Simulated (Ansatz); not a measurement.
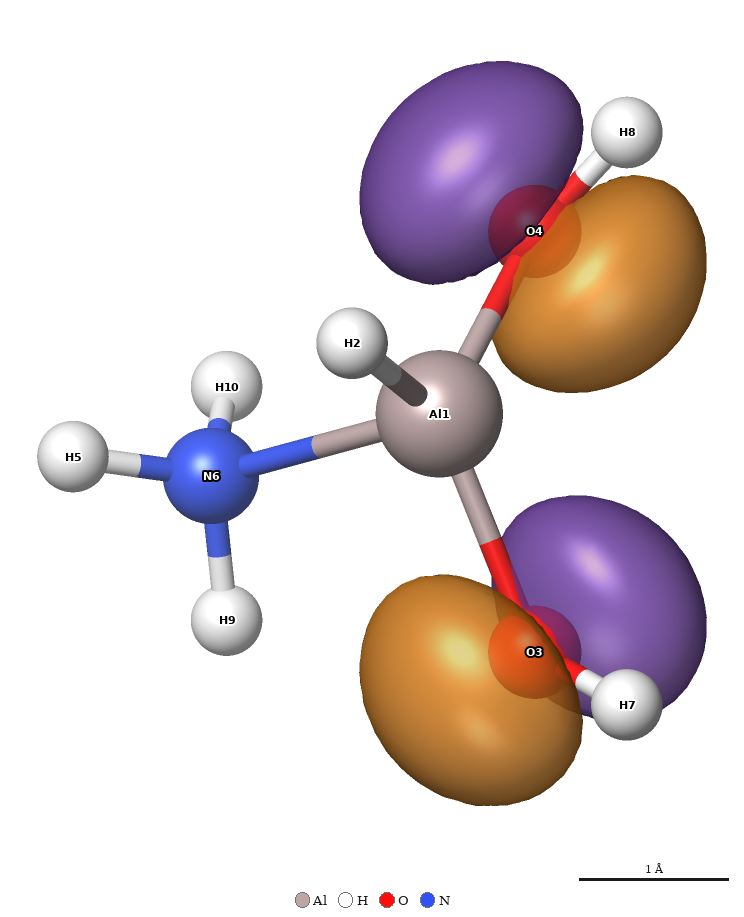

Figure 1: AlH$_{6}$NO$_{2}$. The HOMO−1 at ±0.15 Å⁻³ᐟ² (orange and purple are the two phases), seen at a tilt.

The reactant side of a reaction path; geometry: PBE0-D4/def2-TZVP.

All numbers below come from RKS PBE0-D4/def2-TZVPP in Ansatz 0.2.0.

Input

```
crystal:
  periodic: [false, false, false]
  atoms:
    - {symbol: Al, position_ang: [0.397724, -0.306792, -0.475347]}
    - {symbol: H, position_ang: [0.408859, -1.859029, -0.853899]}
    - {symbol: O, position_ang: [-0.384292, 0.765097, -1.582864]}
    - {symbol: O, position_ang: [1.710693, 0.275580, 0.485924]}
    - {symbol: H, position_ang: [-1.468810, -0.819037, 1.293612]}
    - {symbol: N, position_ang: [-0.965683, 0.001826, 0.978301]}
    - {symbol: H, position_ang: [-0.222209, 0.761479, -2.522700]}
    - {symbol: H, position_ang: [2.626704, 0.095605, 0.290714]}
    - {symbol: H, position_ang: [-1.632651, 0.678397, 0.619232]}
    - {symbol: H, position_ang: [-0.470336, 0.406875, 1.767028]}
basis:
  gaussian: {orbitals: def2-TZVPP}
hamiltonian: {xc: pbe0, dispersion: d4}
output: {orbitals: {seedname: orbitals}}
```

Run with:

```sh
ansatz run in.yaml --threads 4 --pin off --events-out ev --progress --plain --max-ram 9574MiB
```

> What is the character of this orbital?

It lies mainly on O3 (about 45 %) and O4 (about 45 %); largely a combination of lone pairs on O3 and O4. Its energy is −7.78 eV.
